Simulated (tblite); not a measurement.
# Run report: C4H11B2F3Si, geometry relaxation

System: C4H11B2F3Si, SMILES B[Si](B)(C(C)C)C(F)(F)F.
Method: GFN2-xTB geometry optimisation, gas phase (tblite 0.8.0).

It belongs to a series of runs on one base structure; here: H on Si replaced by iPr.

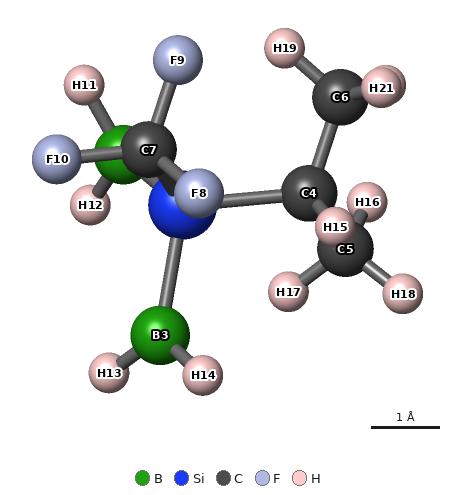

**Figure 1.** The input geometry (ball-and-stick view, seen at a tilt; atoms are numbered from 1 in the order of the input). Bond lengths as drawn: B–H 1.18 to 1.19 Å, B–Si 1.92 to 1.95 Å, C–C 1.49 to 1.51 Å, C–F 1.37 to 1.40 Å, C–H 1.09 to 1.13 Å and C–Si 1.87 Å.

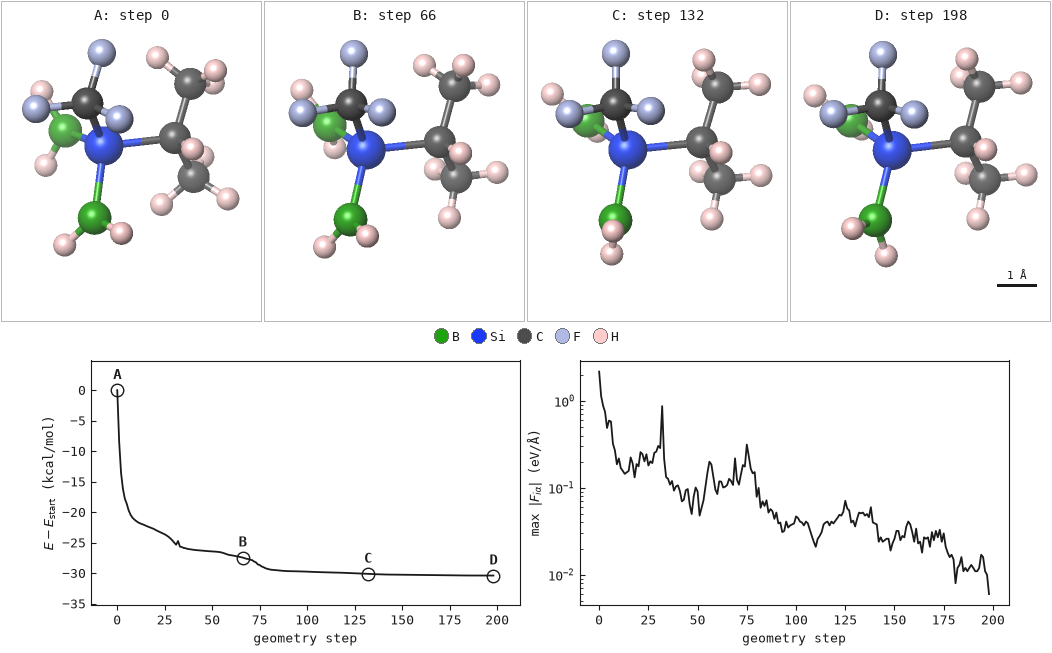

**Figure 2.** Frames of the relaxation (ball-and-stick view, seen at a tilt) above the curves, on which the letters mark them (steps are counted from 0).

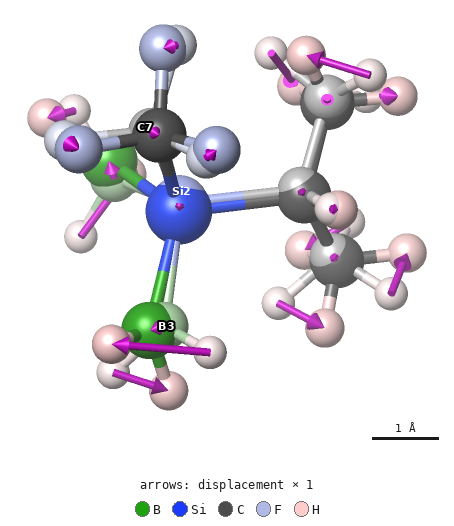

**Figure 3.** Start (faint) and end (solid) with the displacements as pink arrows, at true length (ball-and-stick view, seen at a tilt). The two geometries are laid on each other by the best rigid fit. The atom that moves furthest after the best rigid fit is H14 (1.53 Å). By element the largest moves are H 1.53 Å, F 0.46 Å, B 0.30 Å, C 0.20 Å, Si 0.12 Å. Distances before and after: Si2–C7 1.871 → 1.989 Å, Si2–C4 1.874 → 1.948 Å, C7–F8 1.399 → 1.352 Å, B1–Si2 1.924 → 1.964 Å. Among the angles that change: F9–C7–F10 113.9° → 105.4°, Si2–C7–F8 105.2° → 113.7°, B1–Si2–B3 109.7° → 117.5°. After 198 geometry steps the energy has fallen by 30.4 kcal/mol. The largest force component goes from 2.2 to 0.006 eV/Å. (Atoms are counted from 1 in the order of the input.)

The input and output of the run follow.

## The input
```
{"job": {"kind": "relax", "xc": "GFN2-xTB", "basis": "xTB"}, "charge": 0, "multiplicity": 1}
B     -1.174600    -1.352100    -1.398800
Si    -0.803000     0.082000    -0.171900
B     -1.903600    -0.117100     1.428600
C      0.966700     0.057000     0.444400
C      1.202600    -1.197600     1.257700
C      1.967600     0.310200    -0.629900
C     -1.043000     1.780800    -0.918900
F     -0.706800     2.679700     0.099300
F     -0.107000     2.009100    -1.919500
F     -2.342400     1.904900    -1.334900
H     -1.289400    -1.059900    -2.546100
H     -1.865600    -2.256800    -1.035700
H     -2.764500    -0.919600     1.519100
H     -1.637700     0.601600     2.323100
H      1.040900     0.914700     1.169800
H      1.834100    -1.876200     0.676500
H      0.204400    -1.656400     1.431600
H      1.674800    -1.006200     2.245000
H      1.519700     0.380300    -1.630400
H      2.713100    -0.525200    -0.621500
H      2.504600     1.263800    -0.388100
```

The first line tells a small driver script what to run in tblite; the rest is the geometry in Å.

Launched with:
```bash
OMP_NUM_THREADS=1 python <driver script> task.json out
```

## What the program printed
```
step      E/eV     max force
  0    -883.49869    2.351
  1    -883.86353    1.267
  2    -884.08715    0.954
  3    -884.20164    0.765
  4    -884.27020    0.517
  5    -884.30635    0.649
  6    -884.35300    0.609
  7    -884.38395    0.420
  8    -884.40512    0.382
  9    -884.41819    0.249
 10    -884.42936    0.255
 11    -884.43869    0.214
 12    -884.44540    0.182
 13    -884.45045    0.167
 14    -884.45583    0.172
 15    -884.46189    0.187
 16    -884.46789    0.260
 17    -884.47292    0.225
 18    -884.47764    0.149
 19    -884.48363    0.209
 20    -884.49094    0.241
 21    -884.49805    0.339
 22    -884.50426    0.303
 23    -884.51032    0.237
 24    -884.51653    0.282
 25    -884.52357    0.250
 26    -884.53178    0.317
 27    -884.54130    0.250
 28    -884.55275    0.270
 29    -884.56669    0.293
 30    -884.58275    0.377
 31    -884.59752    0.396
 32    -884.57102    1.007
 33    -884.61085    0.219
 34    -884.61421    0.135
 35    -884.62023    0.138
 36    -884.62256    0.115
 37    -884.62713    0.121
 38    -884.62924    0.097
 39    -884.63147    0.119
 40    -884.63338    0.114
 41    -884.63509    0.095
 42    -884.63634    0.074
 43    -884.63750    0.081
 44    -884.63890    0.105
 45    -884.64051    0.106
 46    -884.64186    0.068
 47    -884.64270    0.070
 48    -884.64328    0.084
 49    -884.64398    0.105
 50    -884.64486    0.099
 51    -884.64609    0.065
 52    -884.64681    0.070
 53    -884.64819    0.078
 54    -884.64991    0.133
 55    -884.65282    0.204
 56    -884.65686    0.240
 57    -884.66183    0.205
 58    -884.66673    0.150
 59    -884.67009    0.113
 60    -884.67228    0.116
 61    -884.67467    0.127
 62    -884.67702    0.149
 63    -884.67966    0.138
 64    -884.68252    0.132
 65    -884.68593    0.133
 66    -884.68850    0.137
 67    -884.69306    0.169
 68    -884.69734    0.135
 69    -884.69867    0.253
 70    -884.70394    0.131
 71    -884.70695    0.131
 72    -884.71656    0.182
 73    -884.72274    0.204
 74    -884.73744    0.238
 75    -884.74210    0.351
 76    -884.75185    0.255
 77    -884.75708    0.169
 78    -884.76458    0.175
 79    -884.76893    0.172
 80    -884.77247    0.115
 81    -884.77507    0.114
 82    -884.77667    0.068
 83    -884.77766    0.082
 84    -884.77858    0.076
 85    -884.78002    0.078
 86    -884.78158    0.071
 87    -884.78286    0.077
 88    -884.78380    0.065
 89    -884.78456    0.049
 90    -884.78520    0.058
 91    -884.78564    0.040
 92    -884.78589    0.040
 93    -884.78608    0.035
 94    -884.78630    0.042
 95    -884.78663    0.046
 96    -884.78693    0.040
 97    -884.78724    0.043
 98    -884.78757    0.046
 99    -884.78805    0.047
100    -884.78871    0.058
101    -884.78948    0.054
102    -884.79017    0.052
103    -884.79071    0.042
104    -884.79116    0.042
105    -884.79169    0.051
106    -884.79232    0.049
107    -884.79282    0.037
108    -884.79314    0.033
109    -884.79341    0.029
110    -884.79367    0.028
111    -884.79395    0.035
112    -884.79424    0.034
113    -884.79455    0.034
114    -884.79487    0.043
115    -884.79519    0.043
116    -884.79551    0.044
117    -884.79588    0.055
118    -884.79635    0.063
119    -884.79697    0.052
120    -884.79760    0.053
121    -884.79817    0.048
122    -884.79857    0.053
123    -884.79911    0.058
124    -884.79977    0.064
125    -884.80076    0.083
126    -884.80153    0.079
127    -884.80211    0.065
128    -884.80257    0.041
129    -884.80298    0.055
130    -884.80345    0.042
131    -884.80395    0.045
132    -884.80442    0.057
133    -884.80487    0.056
134    -884.80539    0.053
135    -884.80623    0.068
136    -884.80700    0.056
137    -884.80752    0.055
138    -884.80792    0.062
139    -884.80833    0.041
140    -884.80875    0.046
141    -884.80908    0.047
142    -884.80937    0.034
143    -884.80955    0.034
144    -884.80969    0.028
145    -884.80984    0.034
146    -884.80998    0.029
147    -884.81011    0.027
148    -884.81024    0.022
149    -884.81041    0.028
150    -884.81062    0.029
151    -884.81083    0.033
152    -884.81105    0.032
153    -884.81129    0.036
154    -884.81159    0.035
155    -884.81195    0.033
156    -884.81227    0.042
157    -884.81251    0.046
158    -884.81269    0.042
159    -884.81284    0.034
160    -884.81296    0.025
161    -884.81308    0.036
162    -884.81321    0.027
163    -884.81339    0.029
164    -884.81370    0.021
165    -884.81395    0.027
166    -884.81413    0.027
167    -884.81424    0.031
168    -884.81436    0.033
169    -884.81449    0.045
170    -884.81464    0.040
171    -884.81481    0.049
172    -884.81502    0.031
173    -884.81523    0.052
174    -884.81548    0.030
175    -884.81565    0.030
176    -884.81579    0.025
177    -884.81586    0.019
178    -884.81592    0.017
179    -884.81596    0.017
180    -884.81600    0.015
181    -884.81604    0.010
182    -884.81607    0.015
183    -884.81612    0.016
184    -884.81616    0.017
185    -884.81620    0.011
186    -884.81622    0.012
187    -884.81626    0.014
188    -884.81629    0.017
189    -884.81634    0.015
190    -884.81638    0.014
191    -884.81641    0.013
192    -884.81644    0.013
193    -884.81647    0.016
194    -884.81650    0.018
195    -884.81653    0.017
196    -884.81656    0.015
197    -884.81658    0.011
198    -884.81660    0.007
```

## Trajectory as extended XYZ (Å, eV, eV/Å), 5 of the 199 frames kept, from step=0 to step=198
```
21
Properties=species:S:1:pos:R:3:forces:R:3 step=0 energy=-883.49869
B    -1.1746   -1.3521   -1.3988   -1.4020  -0.0130  -1.0620
Si   -0.8030    0.0820   -0.1719   -0.5320  -2.1760   0.7120
B    -1.9036   -0.1171    1.4286   -0.3630   0.4150   0.4430
C     0.9667    0.0570    0.4444   -0.0480   1.4600   1.7560
C     1.2026   -1.1976    1.2577   -0.3740  -0.6280   0.5060
C     1.9676    0.3102   -0.6299    1.8450   0.2230  -0.4880
C    -1.0430    1.7808   -0.9189    0.9980   0.8460   0.0120
F    -0.7068    2.6797    0.0993   -0.9630  -0.1530  -1.4470
F    -0.1070    2.0091   -1.9195   -1.7130   0.4800   0.5330
F    -2.3424    1.9049   -1.3349    1.3860   0.9190   0.0300
H    -1.2894   -1.0599   -2.5461    0.2560  -0.4730   0.2030
H    -1.8656   -2.2568   -1.0357    0.7520   0.1650  -0.1870
H    -2.7645   -0.9196    1.5191    0.3030   0.2630   0.0900
H    -1.6377    0.6016    2.3231   -0.2630  -0.3200   0.0830
H     1.0409    0.9147    1.1698   -0.0370  -0.5320  -0.4140
H     1.8341   -1.8762    0.6765   -0.2580  -0.1200   0.3690
H     0.2044   -1.6564    1.4316    0.8820  -0.1420   0.1880
H     1.6748   -1.0062    2.2450   -0.2260  -0.1490  -0.7360
H     1.5197    0.3803   -1.6304    0.4210  -0.0230   0.3520
H     2.7131   -0.5252   -0.6215   -0.4030   0.8180  -0.3030
H     2.5046    1.2638   -0.3881   -0.2610  -0.8610  -0.6400
21
Properties=species:S:1:pos:R:3:forces:R:3 step=50 energy=-884.64486
B    -1.1259   -1.2796   -1.6061    0.0030  -0.0200  -0.0140
Si   -0.8957   -0.0689   -0.0767   -0.0260   0.0910  -0.0280
B    -2.0859    0.0777    1.4945   -0.0030  -0.0150   0.0180
C     0.9490   -0.0167    0.5413    0.0510   0.0080   0.0060
C     1.2788   -1.3089    1.2885    0.0130  -0.0230  -0.0140
C     1.9724    0.2742   -0.5751   -0.0070  -0.0110   0.0120
C    -1.0965    1.7565   -0.8483    0.0130  -0.0030  -0.0030
F    -0.7597    2.7619   -0.0127   -0.0030  -0.0130  -0.0110
F    -0.3944    1.9642   -1.9829   -0.0140   0.0140   0.0110
F    -2.3966    1.9749   -1.1824    0.0240   0.0140   0.0100
H    -1.2063   -0.8808   -2.7029   -0.0150  -0.0220   0.0060
H    -1.1826   -2.4388   -1.4637    0.0110  -0.0030   0.0170
H    -2.9586   -0.6725    1.6963    0.0010  -0.0120  -0.0090
H    -1.9294    0.9322    2.2780   -0.0160  -0.0160  -0.0100
H     1.0136    0.7924    1.2756    0.0240   0.0160   0.0100
H     1.2376   -2.1726    0.6280   -0.0140   0.0350  -0.0280
H     0.5718   -1.4711    2.1011    0.0190  -0.0020  -0.0140
H     2.2803   -1.2599    1.7149   -0.0170   0.0110  -0.0070
H     1.5320    0.2256   -1.5691    0.0220  -0.0280   0.0390
H     2.7916   -0.4425   -0.5438   -0.0310   0.0210   0.0320
H     2.3955    1.2697   -0.4552   -0.0370  -0.0410  -0.0260
21
Properties=species:S:1:pos:R:3:forces:R:3 step=99 energy=-884.78805
B    -1.1304   -1.2248   -1.5848   -0.0020   0.0060  -0.0170
Si   -0.8896    0.0135   -0.0814   -0.0040   0.0120   0.0030
B    -2.1120    0.0673    1.4668    0.0310  -0.0310   0.0160
C     0.9505   -0.0262    0.5630   -0.0200  -0.0010   0.0000
C     1.2385   -1.3660    1.2365   -0.0240   0.0120   0.0090
C     1.9474    0.2312   -0.5657    0.0390  -0.0180  -0.0120
C    -1.0206    1.8589   -0.8136    0.0030  -0.0150  -0.0070
F    -0.5794    2.8176    0.0299   -0.0170  -0.0060  -0.0260
F    -0.3604    2.0558   -1.9769   -0.0030   0.0080   0.0110
F    -2.3156    2.1670   -1.0812    0.0120   0.0100   0.0260
H    -1.5245   -0.8909   -2.6333   -0.0060  -0.0020   0.0060
H    -0.8886   -2.3617   -1.4500   -0.0050   0.0060  -0.0060
H    -2.7787   -0.8518    1.7402   -0.0060  -0.0220   0.0060
H    -2.1748    0.9965    2.1709   -0.0090   0.0270  -0.0140
H     1.0797    0.7632    1.3112   -0.0050   0.0060  -0.0070
H     1.1622   -2.1763    0.5173    0.0070  -0.0370  -0.0210
H     0.5322   -1.5598    2.0408   -0.0050   0.0170   0.0130
H     2.2431   -1.3818    1.6569    0.0030   0.0290  -0.0270
H     1.8740   -0.5338   -1.3368   -0.0230  -0.0130   0.0170
H     2.9659    0.2218   -0.1795    0.0040   0.0170   0.0140
H     1.7718    1.1972   -1.0308    0.0310  -0.0050   0.0170
21
Properties=species:S:1:pos:R:3:forces:R:3 step=148 energy=-884.81024
B    -1.1785   -1.1318   -1.6539    0.0030  -0.0050   0.0080
Si   -0.8870    0.0398   -0.1062    0.0170   0.0020   0.0050
B    -2.0788   -0.0492    1.4519   -0.0160   0.0000   0.0130
C     0.9474   -0.0107    0.5554    0.0110  -0.0030  -0.0020
C     1.1974   -1.3147    1.3076    0.0110  -0.0150  -0.0020
C     1.9677    0.1553   -0.5697    0.0100  -0.0060  -0.0170
C    -0.9912    1.8960   -0.8115   -0.0010  -0.0040   0.0090
F    -0.4755    2.8359    0.0114   -0.0140  -0.0020   0.0120
F    -0.3706    2.0731   -2.0016   -0.0140   0.0000   0.0040
F    -2.2818    2.2539   -1.0196    0.0120   0.0120  -0.0040
H    -1.7659   -0.7810   -2.6010    0.0010   0.0010   0.0040
H    -0.7972   -2.2369   -1.6451    0.0020  -0.0050   0.0000
H    -2.2404   -1.0699    1.9990   -0.0050   0.0100  -0.0030
H    -2.6260    0.8847    1.8892   -0.0090   0.0020  -0.0140
H     1.0869    0.8187    1.2572    0.0050   0.0070   0.0070
H     1.0183   -2.1705    0.6608   -0.0010  -0.0050   0.0110
H     0.5484   -1.3977    2.1760   -0.0060  -0.0010  -0.0190
H     2.2303   -1.3649    1.6495    0.0000   0.0140   0.0000
H     1.8966   -0.6673   -1.2787   -0.0030   0.0100  -0.0120
H     2.9795    0.1668   -0.1649   -0.0160   0.0050   0.0080
H     1.8115    1.0874   -1.1064    0.0120  -0.0170  -0.0060
21
Properties=species:S:1:pos:R:3:forces:R:3 step=198 energy=-884.81660
B    -1.1834   -1.1151   -1.6236   -0.0020   0.0000   0.0010
Si   -0.8669    0.0526   -0.0764    0.0020  -0.0050  -0.0020
B    -2.1412   -0.0519    1.4135    0.0020   0.0050  -0.0020
C     0.9805   -0.0130    0.5374   -0.0030   0.0000   0.0000
C     1.2315   -1.3035    1.3130    0.0000  -0.0010  -0.0010
C     1.9783    0.1072   -0.6155   -0.0030   0.0020   0.0050
C    -0.9830    1.9204   -0.7497    0.0000   0.0000  -0.0020
F    -0.5142    2.8419    0.1221   -0.0060   0.0010   0.0000
F    -0.3234    2.1449   -1.9095    0.0040   0.0000  -0.0020
F    -2.2695    2.2648   -0.9944    0.0000   0.0010   0.0020
H    -1.7916   -0.7617   -2.5560    0.0020   0.0040  -0.0020
H    -0.7958   -2.2178   -1.6263   -0.0020   0.0010   0.0050
H    -2.1319   -0.9671    2.1397    0.0000  -0.0060   0.0030
H    -2.9544    0.7659    1.5941   -0.0020   0.0030  -0.0010
H     1.1542    0.8289    1.2174    0.0000  -0.0010  -0.0020
H     1.0622   -2.1709    0.6797   -0.0010  -0.0050  -0.0020
H     0.5756   -1.3763    2.1762   -0.0010   0.0000   0.0030
H     2.2614   -1.3398    1.6646    0.0040   0.0000  -0.0010
H     1.8705   -0.7251   -1.3084    0.0010   0.0010   0.0030
H     2.9973    0.1006   -0.2308    0.0040   0.0000  -0.0030
H     1.8349    1.0320   -1.1673   -0.0010   0.0010  -0.0020
```

## Summary

```json
{"quantity": "outcome", "value": "converged"}
{"quantity": "total energy", "value": "−884.8166 eV"}
{"quantity": "hardware", "value": "1 CPU thread, shared host"}
{"quantity": "wall time", "value": "3.4 s"}
{"quantity": "peak memory", "value": "0.18 GiB"}
```
